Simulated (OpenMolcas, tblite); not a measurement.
# How methods differ on CuF (fluorocopper)

The species is CuF (2 atoms), meant as a singlet with charge 0. SMILES: `[F][Cu]`. The coordinates come from a PBE0-D4/def2-TZVP relaxation.

```xyz
2

F     0.7510   -0.2689    0.3771
Cu   -0.7510    0.2689   -0.3771
```

Each level gives the dipole moment (D). The values are calculated.

Measured value to compare with: NIST CCCBDB gives the dipole moment of the gas as 5.77 D.

| level | kind | program | value (D) | computed − measured | CPU time |
| --- | --- | --- | --- | --- | --- |
| IPEA1-xTB | semi-empirical | tblite | 5.48 | -0.29 | under 2 s |
| GFN1-xTB | semi-empirical | tblite | 5.58 | -0.19 | under 2 s |
| HF/def2-TZVPP | Hartree–Fock | OpenMolcas | 6.38 | +0.61 | 11 s |
| SVWN5/def2-TZVPP | LDA | OpenMolcas | 4.61 | -1.16 | 19 s |
| revPBE/def2-TZVPP | GGA | OpenMolcas | 4.59 | -1.18 | 20 s |
| TPSS/def2-TZVPP | meta-GGA | OpenMolcas | 4.73 | -1.04 | 23 s |
| B3LYP/def2-TZVPP | global hybrid | OpenMolcas | 5.10 | -0.67 | 19 s |

Nearest: GFN1-xTB (-0.19 D); farthest: revPBE/def2-TZVPP (-1.18 D). The measured dipole is a vibrational average, so differences of a few hundredths of a debye mean little. Computed less measured by kind, in D (def2-TZVPP rows): semi-empirical -0.29 to -0.19; Hartree–Fock +0.61; LDA -1.16; GGA -1.18; meta-GGA -1.04; global hybrid -0.67. Times are those of the runs behind each value, whatever else they computed, on shared processors of several kinds: orders of magnitude only.

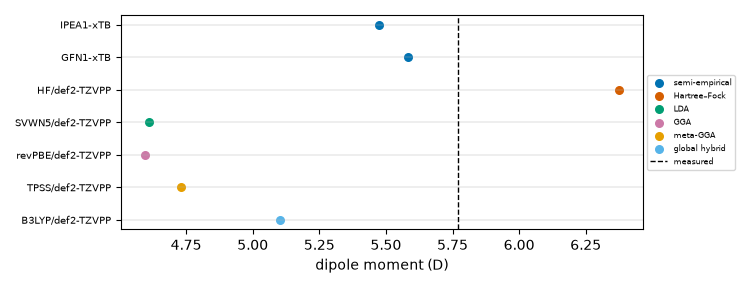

The values of the table, level by level.
